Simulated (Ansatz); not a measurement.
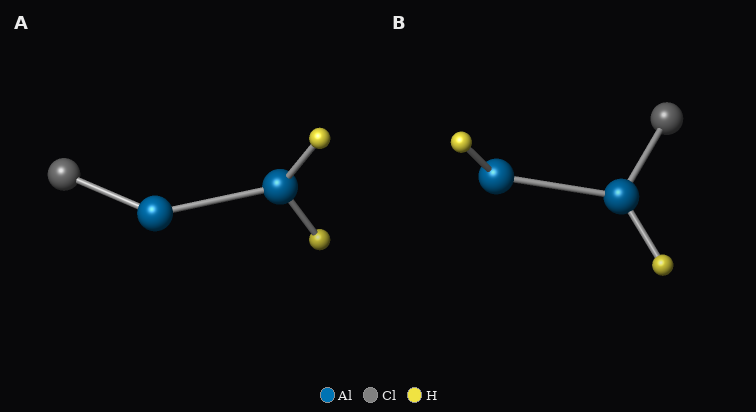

2 stationary structures of one formula. State: neutral, doublet. Geometries: PBE0-D4/def2-TZVP. Electronic energies: UHF-CCSD(T) (frozen core)/def2-TZVPP (Ansatz 0.2.0), without zero-point energy. No frequency run is at hand to confirm each as a minimum.

Question: Rank them by energy, lowest first.

Answer: A is lowest (Cs); B lies 0.8 kcal/mol above it (C1).
